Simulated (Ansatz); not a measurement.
## WC (P-6m2): phonon-mediated transition temperature

What Tc do the phonons of WC (P-6m2) give, and how does it depend on μ*? The cell shown first is a relaxed one, from steps not shown here.

Method: DFT PBE, scalar-relativistic, plane waves, PAW; PAW set soft_1, in Ansatz 0.2.0.

### 1. The cell after earlier relaxation steps

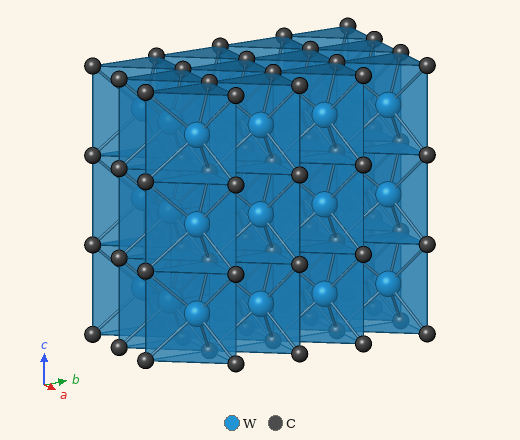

The starting structure, seen slightly off an axis (tungsten blue, carbon dark grey). 2×3×2 cells are drawn. Some periodic images of atoms are drawn too.

### 2. Electron–phonon run: q 3×3×3, k 12×12×9, scattering 18×18×16

The run that gives the couplings also evaluates McMillan's and Allen and Dynes's formulas and, where asked, the Eliashberg equations, over a range of μ*.

File input.yaml:

```yaml
crystal:
  lattice:
    - [2.9218771995, 0.0, 0.0]
    - [-1.4609385998, 2.5304198815, 0.0]
    - [0.0, 0.0, 2.8478469372]
  atoms:
    - { symbol: W, position: [0.0, 0.0, 0.0] }
    - { symbol: C, position: [0.6666666667, 0.3333333333, 0.5] }
kpoints:
  mp_grid: { grid: [12, 12, 9] }
hamiltonian:
  xc: pbe
  pseudopotentials: { kind: paw, azcp: { folder: soft_1 } }
scf:
  occupations: { method: methfessel_paxton, width: 0.2 }
output:
  eigenvalues: true
phonons:
  method: dfpt
  qmesh: [3, 3, 3]
  temperatures: { t_max: 1000, t_step: 50 }
  qpath:
    path:
      - [[0.0, 0.0, 0.0], [0.5, 0.0, 0.0], [0.33333333, 0.33333333, 0.0], [0.0, 0.0, 0.0], [0.0, 0.0, 0.5], [0.5, 0.0, 0.5], [0.33333333, 0.33333333, 0.5], [0.0, 0.0, 0.5]]
      - [[0.5, 0.0, 0.5], [0.5, 0.0, 0.0]]
    npoints: 6
  electrical_resistivity:
    mesh: [18, 18, 16]
    temperatures: [20.0, 50.0, 80.0, 100.0, 150.0, 200.0, 273.0, 300.0, 400.0, 500.0, 600.0, 800.0]
  superconductivity: { mesh: [18, 18, 16] }
```

On the command line:

```sh
$ ansatz run input.yaml --threads 16 --pin off --max-ram 92160MiB --backend cuda --events-out ev --progress --plain --runs-dir out --max-vram 78GiB
```

Numbers of over 12 decimals in the logs are rounded to 6 here.

Log:

```text
Warning: phonons: the dynamical matrix that this run interpolates holds no multipole term above the dipole-dipole one, and a site of this crystal is no centre of inversion, so its interpolated transverse optical and acoustic branches and sound speeds can stay off near Gamma, and the density of states and the thermodynamics with them. What a run solves at a wave vector of phonons.qpoints, Gamma apart, where the deck admits one, is free of this, and under fd what a larger phonons.supercell samples
Engine: ansatz 0.2.0, aarch64-unknown-linux-gnu
Pseudopotentials: kind: paw
Pseudopotential: W, paw, valence charge 14, recommended cutoff 420 eV (normal), soft_1/W.paw.azcp
Pseudopotential: C, paw, valence charge 4, recommended cutoff 420 eV (normal), soft_1/C.paw.azcp
Functional definition: PBE
  parameter kappa = 0.804
  parameter beta = 0.066725
  exchange = pbe_x(kappa = kappa, mu = beta*pi^2/3)
  correlation = pbe_c(beta = beta)
[...]
Crystal: 2 atoms, lattice volume = 21.056 Å³
Basis set: ecut = 420 eV, 405 PW (Γ), exchange–correlation on 40×40×40 points (8 copies of the dense FFT grid, shifted against one another)
Bands: 13, of which v1, the nominal top of the filled ones, is band 9 counted from 1 (8 counted from 0)
Symmetry: 12 space group operations
k-points: 95 of 1296 (time reversal used)
Non-local potential: W, projectors of the file, l = 0: 3, l = 1: 2, l = 2: 2, l = 3: 1
Non-local potential: C, projectors of the file, l = 0: 2, l = 1: 2, l = 2: 1
PAW form: soft (Blöchl's): semilocal exchange-correlation on the pseudo side does not see the compensation charge
PAW one-centre angular grid: W, 590 points (default); XC on 64 Gauss nodes
PAW one-centre angular grid: C, 110 points (default); XC on 64 Gauss nodes
Initial density: superposition of atomic densities (chi_scale 0.1, normalization cell, long waves kept (reshape's long-wave potential 0.00 eV rms))
Initial wavefunctions: pseudopotential atomic-orbital guess
[...]
Functional: x = pbe(κ = 0.804, μ = 0.219515), c = pbe(β = 0.066725)
SCF iter   1: F=—  HF=-10638.470052 eV  |F-HF|=—  |Δ(HF+E_count)|=         —  Δρ=1.36e-1  dr2=5.31e0  ethr=3.10e-3  ⟨swp⟩=5.0  Hψ=6344  notcnv=0
preconditioner: auto → none  [metal: Δε(μ)=0.053 eV  Ē_g=10.680 eV  σ=0.200 eV  W_gap=0.22  n_scr=8 (ndim 8)  ℏωp=25.6 eV  f_vac=0.000  D(μ)=0.18/eV (n_scr^D=0)  sad-step TF]
SCF iter   2: F=—  HF=-10637.832447 eV  |F-HF|=—  |Δ(HF+E_count)|=   6.38e-1  S|Δr|=    0.00e0  Δρ=9.59e-2  dr2=2.73e0  ethr=3.10e-3  ⟨swp⟩=2.0  Hψ=2369  notcnv=0
[...]
SCF iter   9: F=-10637.159201 eV  HF=-10637.159201 eV  |F-HF|=1.82e-12  |Δ(HF+E_count)|=  1.27e-11  S|Δr|=    0.00e0  Δρ=9.60e-8  dr2=2.19e-12  ethr=1.00e-12  ⟨swp⟩=5.5  Hψ=4748  notcnv=0
SCF 1 converged in 9 iterations: F = -10637.159201 eV  dr2 = 2.19e-12
  greatest PAW one-centre occupation: 0.999 electrons in one spin orbital (limit 2), on the W atom at site 0 (counted from 0), in its partial waves of l = 0
[...]
iter 1 solved again at ethr=1.03e-9 eV; its pass at ethr=3.10e-3 eV (dr2=1.85e-7 eV) is discarded
SCF iter   1: F=—  HF=-10637.159201 eV  |F-HF|=—  |Δ(HF+E_count)|=         —  Δρ=1.56e-7  dr2=5.01e-12  ethr=1.03e-9  ⟨swp⟩=3.4  Hψ=10601  notcnv=0
preconditioner: auto → none  [metal: Δε(μ)=0.112 eV  Ē_g=9.965 eV  σ=0.200 eV  W_gap=0.45  n_scr=8 (ndim 8)  ℏωp=25.6 eV  f_vac=0.000  D(μ)=0.19/eV (n_scr^D=0)]
SCF iter   2: F=-10637.159201 eV  HF=-10637.159201 eV  |F-HF|=1.82e-12  |Δ(HF+E_count)|=  1.26e-10  S|Δr|=    0.00e0  Δρ=8.36e-8  dr2=1.82e-12  ethr=1.00e-12  ⟨swp⟩=5.2  Hψ=4607  notcnv=0
SCF 2 converged in 2 iterations: F = -10637.159201 eV  dr2 = 1.82e-12
phonons: the bands overlap, so this run is a metal and interpolates without the dipole-dipole term. If the crystal is really an insulator or semiconductor, its LO-TO splitting is missing
[...]
NSCF: frozen V_eff on 95 k-points, pencils in batches of 32, up to order 52
[...]
NSCF: frozen V_eff on 95 k-points
[...]
SCF 3 converged in 9 iterations: F = -10637.159201 eV  dr2 = 2.22e-12
[...]
SCF converged after 9 iterations
[...]
mean free path at 50 K (of a tensor a third of its trace): 2520 nm by what each carries, 1699 by the Fermi surface alone
  Hall coefficient in a weak field at 50 K (a third of the trace): 2.248e-9 m³/C (as a tensor it moves by 11.7 % between the two finest meshes); by each state's relaxation time: 2.533e-9 m³/C; by a constant relaxation time: 1.306e-9 m³/C
  mean free path at 80 K (of a tensor a third of its trace): 444 nm by what each carries, 345 by the Fermi surface alone
  Hall coefficient in a weak field at 80 K (a third of the trace): 1.772e-9 m³/C (as a tensor it moves by 1.8 % between the two finest meshes); by each state's relaxation time: 1.885e-9 m³/C; by a constant relaxation time: 1.315e-9 m³/C
  mean free path at 100 K (of a tensor a third of its trace): 237 nm by what each carries, 192 by the Fermi surface alone
  Hall coefficient in a weak field at 100 K (a third of the trace): 1.687e-9 m³/C (as a tensor it moves by 0.7 % between the two finest meshes); by each state's relaxation time: 1.717e-9 m³/C; by a constant relaxation time: 1.318e-9 m³/C
  mean free path at 150 K (of a tensor a third of its trace): 92.6 nm by what each carries, 78.9 by the Fermi surface alone
  Hall coefficient in a weak field at 150 K (a third of the trace): 1.578e-9 m³/C (as a tensor it moves by 1.6 % between the two finest meshes); by each state's relaxation time: 1.516e-9 m³/C; by a constant relaxation time: 1.320e-9 m³/C
  mean free path at 200 K (of a tensor a third of its trace): 51.6 nm by what each carries, 44.9 by the Fermi surface alone
  Hall coefficient in a weak field at 200 K (a third of the trace): 1.509e-9 m³/C (as a tensor it moves by 1.9 % between the two finest meshes); by each state's relaxation time: 1.426e-9 m³/C; by a constant relaxation time: 1.319e-9 m³/C
  mean free path at 273 K (of a tensor a third of its trace): 28.8 nm by what each carries, 25.5 by the Fermi surface alone
  Hall coefficient in a weak field at 273 K (a third of the trace): 1.432e-9 m³/C (as a tensor it moves by 2.0 % between the two finest meshes); by each state's relaxation time: 1.346e-9 m³/C; by a constant relaxation time: 1.316e-9 m³/C
  mean free path at 300 K (of a tensor a third of its trace): 24.5 nm by what each carries, 21.7 by the Fermi surface alone
  Hall coefficient in a weak field at 300 K (a third of the trace): 1.409e-9 m³/C (as a tensor it moves by 2.1 % between the two finest meshes); by each state's relaxation time: 1.323e-9 m³/C; by a constant relaxation time: 1.314e-9 m³/C
  mean free path at 400 K (of a tensor a third of its trace): 15.5 nm by what each carries, 14.0 by the Fermi surface alone
  Hall coefficient in a weak field at 400 K (a third of the trace): 1.342e-9 m³/C (as a tensor it moves by 2.7 % between the two finest meshes); by each state's relaxation time: 1.260e-9 m³/C; by a constant relaxation time: 1.306e-9 m³/C
  mean free path at 500 K (of a tensor a third of its trace): 11.4 nm by what each carries, 10.3 by the Fermi surface alone
  Hall coefficient in a weak field at 500 K (a third of the trace): 1.297e-9 m³/C (as a tensor it moves by 3.2 % between the two finest meshes); by each state's relaxation time: 1.215e-9 m³/C; by a constant relaxation time: 1.295e-9 m³/C
  mean free path at 600 K (of a tensor a third of its trace): 9.12 nm by what each carries, 8.23 by the Fermi surface alone
  Hall coefficient in a weak field at 600 K (a third of the trace): 1.260e-9 m³/C (as a tensor it moves by 3.6 % between the two finest meshes); by each state's relaxation time: 1.178e-9 m³/C; by a constant relaxation time: 1.281e-9 m³/C
  mean free path at 800 K (of a tensor a third of its trace): 6.61 nm by what each carries, 5.93 by the Fermi surface alone
  Hall coefficient in a weak field at 800 K (a third of the trace): 1.191e-9 m³/C (as a tensor it moves by 4.2 % between the two finest meshes); by each state's relaxation time: 1.103e-9 m³/C; by a constant relaxation time: 1.246e-9 m³/C
  the resistivity times a path that all electrons share, by the Fermi surface of the deck's mesh alone (a third of the trace): 2.655e-15 Ω·m²
  not converged in the mesh (λ; λ_tr; the resistivity at 20 K by 76.20 %; the resistivity at 50 K by 169.62 %; the resistivity at 80 K by 117.66 %; the resistivity at 100 K by 103.07 %; the resistivity at 150 K by 87.96 %; the resistivity at 200 K by 81.52 %; the resistivity at 273 K by 75.64 %; the resistivity at 300 K by 73.71 %; the resistivity at 400 K by 67.43 %; the resistivity at 500 K by 62.00 %; the resistiv [...]
  vibrations of 27 cells: unjudged by the run; compare a larger repeat
  the changes of the potential over all sites missed a rigid shift's by 0.00 % (the site terms' by 0.03 %)
  at the force constants' own smearing the fine mesh and the k-points of their solves give squared frequencies that differ by 3.4 % of the larger at the most, at (0.3333, 0.3333, 0)
--- Superconductivity: potentials and phonons of a 3×3×3 supercell ---
           mesh         λ    ħω_log (meV)  μ* declared at (meV)
       18×18×16    0.1465          39.326               55.904
          9×9×8    0.1349          39.652               55.015
  λ by the species' shares of the modes' patterns: W 0.0731, C 0.0734
  with the Fermi level up to 90.8 meV (the hardest mode) off, states and modes as they are: density of states 0.1305 to 0.1630 /eV of one spin and cell, λ 0.1282 to 0.1622
  transition temperature on the deck's mesh (K), isotropic and anisotropic, restricted to the Fermi surface (FSR) and over the full bandwidth (FBW), and the last with the density of states resolved in a narrower window:
        μ*   McMillan   Allen–Dynes      iso. FSR      iso. FBW    aniso. FSR    aniso. FBW  narrow window
      0.08      0.000         0.000    none_found    none_found    none_found    none_found     none_found
      0.10      0.000         0.000    none_found    none_found    none_found    none_found     none_found
      0.12      0.000         0.000    none_found    none_found    none_found    none_found     none_found
      0.13      0.000         0.000    none_found    none_found    none_found    none_found     none_found
      0.14          -             -    none_found    none_found    none_found    none_found     none_found
      0.16          -             -    none_found    none_found    none_found    none_found     none_found
      0.20          -             -    none_found    none_found    none_found    none_found     none_found
  none_found: no transition down to 0.1 K
  isotope coefficients −∂ln Tc/∂ln M under μ* = 0.13, the force constants as they are, of the isotropic transitions restricted to the Fermi surface and over the full bandwidth: W - and -, C - and -
  not converged in the mesh (λ): between neighbouring meshes, the two finest first, λ moves by 7.93 % and the anisotropic transition temperature over the full bandwidth at μ* = 0.13 by nothing (neither mesh has one); converged means that the two finest part by at most 2.00 % and 5.00 %
  vibrations of 27 cells: unjudged by the run; compare a larger repeat
  the changes of the potential over all sites missed a rigid shift's by 0.00 % (the site terms' by 0.03 %)
  at the force constants' own smearing the fine mesh and the k-points of their solves give squared frequencies that differ by 3.4 % of the larger at the most, at (0.3333, 0.3333, 0)
```

Wall time 14 s (1 × NVIDIA GB200 with 16 threads of Arm Neoverse V2, shared host); peak memory 1.8 GiB.

In the SCF lines HF is the Harris–Foulkes energy and dr2 the Hartree energy of the density residual, in eV; the loop may stop once dr2 is under the threshold and the program's other checks hold. Hψ counts applications of the Hamiltonian.

This step gave:

```
volume per atom                                                                : 10.53 Å³/atom
metallic on mesh                                                               : yes
gap on the k-mesh                                                              : 0 eV
zero-point energy                                                              : 0.1541 eV/cell
share of imaginary modes in the plain interpolation between solved wavevectors : 0
highest frequency, solved or plainly interpolated                              : 754.2 cm⁻¹
Debye temperature (second moment)                                              : 869 K
resistivity at 300 K                                                           : 12.14 μΩ cm, mean of the axes
coupling constant λ                                                            : 0.1465
density of states at the Fermi level                                           : 0.1497 states/eV a spin and cell
log mean phonon energy ħω_log                                                  : 39.33 meV
transport coupling constant λ_tr                                               : 0.1564, 0.1564, 0.1405 (xx, yy, zz)
Drude plasma energy                                                            : 3.352, 3.352, 2.906 eV (xx, yy, zz)
resistivity times mean free path                                               : 23.76, 23.76, 32.12 × 10⁻¹⁶ Ω m² (xx, yy, zz)
second-moment phonon energy ħω₂                                                : 55.90 meV
coupling λ by branch                                                           : 0.0241, 0.0294, 0.02, 0.0391, 0.0158, 0.0182 (branches by rank of frequency)
```

An empty cell: under 1 mK by a formula, or no transition down to the floor of the Eliashberg search. Transition temperatures:

```
  μ*  McMillan Tc (K)  Allen–Dynes Tc (K)
0.08                -                   -
 0.1                -                   -
0.12                -                   -
0.13                -                   -
0.14                -                   -
0.16                -                   -
 0.2                -                   -
```

### 3. Coupling and resistivity: q 6×6×4, k 12×12×12, scattering 24×24×20

The next rung changes the q mesh, which sets the reach of the force constants and couplings; the k mesh of the density and its response; the scattering mesh, which samples the Fermi surface.

input.yaml, the sections that differ from step 2:

```yaml
kpoints:
  mp_grid: { grid: [12, 12, 12] }
phonons:
  method: dfpt
  qmesh: [6, 6, 4]
  temperatures: { t_max: 1000, t_step: 50 }
  qpath:
    path:
      - [[0.0, 0.0, 0.0], [0.5, 0.0, 0.0], [0.33333333, 0.33333333, 0.0], [0.0, 0.0, 0.0], [0.0, 0.0, 0.5], [0.5, 0.0, 0.5], [0.33333333, 0.33333333, 0.5], [0.0, 0.0, 0.5]]
      - [[0.5, 0.0, 0.5], [0.5, 0.0, 0.0]]
    npoints: 6
  electrical_resistivity:
    mesh: [24, 24, 20]
    temperatures: [20.0, 50.0, 80.0, 100.0, 150.0, 200.0, 273.0, 300.0, 400.0, 500.0, 600.0, 800.0]
  superconductivity: { mesh: [24, 24, 20] }
# crystal, hamiltonian, scf, output: as in step 2
```

Log:

```text
[...]
Crystal: 2 atoms, lattice volume = 21.056 Å³
Basis set: ecut = 420 eV, 405 PW (Γ), exchange–correlation on 40×40×40 points (8 copies of the dense FFT grid, shifted against one another)
Bands: 13, of which v1, the nominal top of the filled ones, is band 9 counted from 1 (8 counted from 0)
Symmetry: 12 space group operations
k-points: 133 of 1728 (time reversal used)
[...]
SCF iter   1: F=—  HF=-10638.470252 eV  |F-HF|=—  |Δ(HF+E_count)|=         —  Δρ=1.36e-1  dr2=5.31e0  ethr=3.10e-3  ⟨swp⟩=5.0  Hψ=9032  notcnv=0
[...]
SCF iter   2: F=—  HF=-10637.832190 eV  |F-HF|=—  |Δ(HF+E_count)|=   6.38e-1  S|Δr|=    0.00e0  Δρ=9.59e-2  dr2=2.73e0  ethr=3.10e-3  ⟨swp⟩=2.0  Hψ=3313  notcnv=0
[...]
SCF iter   9: F=-10637.159139 eV  HF=-10637.159139 eV  |F-HF|=0.00e0  |Δ(HF+E_count)|=  9.09e-12  S|Δr|=    0.00e0  Δρ=4.53e-8  dr2=2.00e-13  ethr=1.00e-12  ⟨swp⟩=5.2  Hψ=6629  notcnv=0
SCF 1 converged in 9 iterations: F = -10637.159139 eV  dr2 = 2.00e-13
[...]
SCF iter   2: F=-10637.159139 eV  HF=-10637.159139 eV  |F-HF|=1.82e-12  |Δ(HF+E_count)|=  1.24e-10  S|Δr|=    0.00e0  Δρ=7.30e-8  dr2=1.17e-12  ethr=1.00e-12  ⟨swp⟩=5.2  Hψ=6248  notcnv=0
SCF 2 converged in 2 iterations: F = -10637.159139 eV  dr2 = 1.17e-12
[...]
NSCF: frozen V_eff on 133 k-points, pencils in batches of 32, up to order 52
[...]
NSCF: frozen V_eff on 133 k-points
[...]
SCF 3 converged in 9 iterations: F = -10637.159139 eV  dr2 = 2.08e-13
[...]
SCF converged after 9 iterations
[...]
vibrations of 144 cells: unjudged by the run; compare a larger repeat
[...]
--- Superconductivity: potentials and phonons of a 6×6×4 supercell ---
           mesh         λ    ħω_log (meV)  μ* declared at (meV)
       24×24×20    0.1477          40.921               56.937
       12×12×10    0.1258          38.726               54.842
          6×6×5    0.1296          40.556               55.107
  λ by the species' shares of the modes' patterns: W 0.0690, C 0.0787
[...]
0.08      0.000         0.000    none_found    none_found    none_found    none_found     none_found
      0.10      0.000         0.000    none_found    none_found    none_found    none_found     none_found
      0.12      0.000         0.000    none_found    none_found    none_found    none_found     none_found
      0.13      0.000         0.000    none_found    none_found    none_found    none_found     none_found
      0.14          -             -    none_found    none_found    none_found    none_found     none_found
      0.16          -             -    none_found    none_found    none_found    none_found     none_found
      0.20          -             -    none_found    none_found    none_found    none_found     none_found
  none_found: no transition down to 0.1 K
[...]
vibrations of 144 cells: unjudged by the run; compare a larger repeat
[...]
```

The job ended after 58 s (1 × NVIDIA GB200 with 16 threads; peak memory 6.2 GiB).

Numbers from this step:

```
zero-point energy                                 : 0.1545 eV/cell
highest frequency, solved or plainly interpolated : 739.3 cm⁻¹
Debye temperature (second moment)                 : 872 K
resistivity at 300 K                              : 12.25 μΩ cm, mean of the axes
coupling constant λ                               : 0.1477
density of states at the Fermi level              : 0.1465 states/eV a spin and cell
log mean phonon energy ħω_log                     : 40.92 meV
transport coupling constant λ_tr                  : 0.1559, 0.1559, 0.145 (xx, yy, zz)
Drude plasma energy                               : 3.213, 3.213, 3.085 eV (xx, yy, zz)
resistivity times mean free path                  : 25.3, 25.3, 30.46 × 10⁻¹⁶ Ω m² (xx, yy, zz)
second-moment phonon energy ħω₂                   : 56.94 meV
coupling λ by branch                              : 0.0227, 0.0274, 0.0191, 0.0449, 0.0163, 0.0174 (branches by rank of frequency)
```

An empty cell: under 1 mK by a formula, or no transition down to the floor of the Eliashberg search. Transition temperatures:

```
  μ*  McMillan Tc (K)  Allen–Dynes Tc (K)
0.08                -                   -
 0.1                -                   -
0.12                -                   -
0.13                -                   -
0.14                -                   -
0.16                -                   -
 0.2                -                   -
```

(Part 1 of 2 ends here.)

[Logs are printed without paths, hosts, clocks, repeated set-up lines and the standing remarks that a program may print on its own settings, such as how far it seeks lower states.]

[Hosts, paths, dates, database ids (printed as entryN), source tags and the programs' standing remarks are cut or masked in the printed files.]
